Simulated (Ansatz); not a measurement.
**CH5NSi (SMILES C[SiH]=N): single points off equilibrium**

Aim: energy, forces and dipole at a structure displaced at random from a GFN2-xTB minimum, from CCSD(T) and from density functionals.

Computed with Ansatz 0.2.0, Gaussian basis. Level: single points in def2-TZVPP.

Correlated methods freeze the cores.

## 1. The starting structure

SMILES `C[SiH]=N`, 8 atoms, charge 0, spin multiplicity 1.

Atoms are counted from 1 here; the program's logs count them from 0.

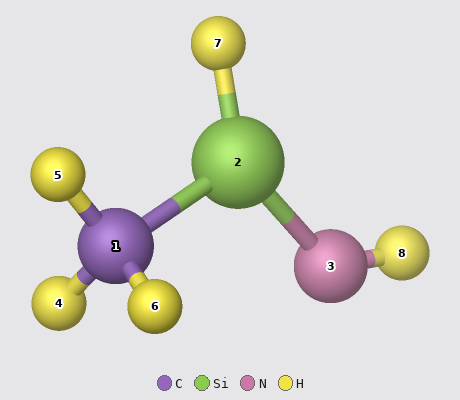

Start geometry, drawn with carbon purple, silicon green, nitrogen pink, hydrogen yellow; atoms are numbered from 1 in the order of the file.

As a file:

```tsv
atom	x (Å)	y (Å)	z (Å)
C1	-0.70720	0.80910	-0.43550
Si2	0.74620	-0.23060	0.20320
N3	0.20620	-1.84590	0.78220
H4	-1.28200	0.32480	-1.19020
H5	-0.27440	1.75430	-0.85070
H6	-1.42100	1.04680	0.35610
H7	1.89070	0.34140	-0.11040
H8	0.66600	-2.51050	1.23700
```

## 2. CCSD(T)/def2-TZVPP

File run/in.yaml:

```yaml
crystal:
  periodic: [false, false, false]
  atoms:
    - {symbol: C, position_ang: [-0.707200, 0.809100, -0.435500]}
    - {symbol: Si, position_ang: [0.746200, -0.230600, 0.203200]}
    - {symbol: N, position_ang: [0.206200, -1.845900, 0.782200]}
    - {symbol: H, position_ang: [-1.282000, 0.324800, -1.190200]}
    - {symbol: H, position_ang: [-0.274400, 1.754300, -0.850700]}
    - {symbol: H, position_ang: [-1.421000, 1.046800, 0.356100]}
    - {symbol: H, position_ang: [1.890700, 0.341400, -0.110400]}
    - {symbol: H, position_ang: [0.666000, -2.510500, 1.237000]}
basis:
  gaussian: {orbitals: def2-TZVPP}
correlation: {method: ccsd_t}
output: {forces: true}
```

No record of the launch command was kept for these runs.

## 3. PBE0-D4/def2-TZVPP

Edit run/in.yaml of step 2 so:

```diff
@@ -13,3 +13,3 @@
   gaussian: {orbitals: def2-TZVPP}
-correlation: {method: ccsd_t}
-output: {forces: true}
+hamiltonian: {xc: pbe0, dispersion: d4}
+output: {forces: true, orbitals: {seedname: orbitals}}
```

## 4. wB97M-V/def2-TZVPP

Edit run/in.yaml of step 3 so:

```diff
@@ -13,3 +13,3 @@
   gaussian: {orbitals: def2-TZVPP}
-hamiltonian: {xc: pbe0, dispersion: d4}
-output: {forces: true, orbitals: {seedname: orbitals}}
+hamiltonian: {xc: {name: wB97M-V}}
+output: {forces: true}
```

## 5. r2SCAN-D4/def2-TZVPP

Edit run/in.yaml of step 4 so:

```diff
@@ -13,3 +13,3 @@
   gaussian: {orbitals: def2-TZVPP}
-hamiltonian: {xc: {name: wB97M-V}}
+hamiltonian: {xc: r2scan, dispersion: d4}
 output: {forces: true}
```

## 6. PBE-D4/def2-TZVPP

Edit run/in.yaml of step 5 so:

```diff
@@ -13,3 +13,3 @@
   gaussian: {orbitals: def2-TZVPP}
-hamiltonian: {xc: r2scan, dispersion: d4}
+hamiltonian: {xc: pbe, dispersion: d4}
 output: {forces: true}
```

## 7. CAM-B3LYP-D4/def2-TZVPP

Edit run/in.yaml of step 6 so:

```diff
@@ -13,3 +13,3 @@
   gaussian: {orbitals: def2-TZVPP}
-hamiltonian: {xc: pbe, dispersion: d4}
+hamiltonian: {xc: {name: CAM-B3LYP}, dispersion: d4}
 output: {forces: true}
```

## 8. BHLYP-D4/def2-TZVPP

Edit run/in.yaml of step 7 so:

```diff
@@ -13,3 +13,3 @@
   gaussian: {orbitals: def2-TZVPP}
-hamiltonian: {xc: {name: CAM-B3LYP}, dispersion: d4}
+hamiltonian: {xc: {name: BHLYP}, dispersion: d4}
 output: {forces: true}
```

(Steps that only read results are left out.)

Before running it: what results should come out? Wanted: energy less free atoms, CCSD(T)/def2-TZVPP; RMS force component; RMS force error; HOMO and LUMO, PBE0-D4; T1 diagnostic.

As calculated:

| quantity | value |
| --- | --- |
| energy less free atoms, CCSD(T)/def2-TZVPP | -2544.9 kJ/mol |
| RMS force component | 3.010 to 3.192 eV/Å over the methods |
| RMS force error | PBE0-D4 0.204, wB97M-V 0.243, r2SCAN-D4 0.128, PBE-D4 0.134, CAM-B3LYP-D4 0.268, BHLYP-D4 0.344 eV/Å |
| HOMO and LUMO, PBE0-D4 | -6.68 and -1.90 eV |
| T1 diagnostic | 0.023 |

Against CCSD(T) the functionals' energies less atoms differ by -125.4 to +14.6 kJ/mol, PBE-D4 by -125.4 kJ/mol. A larger basis would deepen the CCSD(T) value, while the functionals are nearly converged already, so the order here is not reliable. On forces the order runs from r2SCAN-D4 to BHLYP-D4. Frozen-core CCSD(T) forces in triple zeta carry basis errors of their own, and this is one geometry, so small gaps rank nothing. The restricted Hartree–Fock reference is unstable towards an unrestricted one at one or more of these structures.
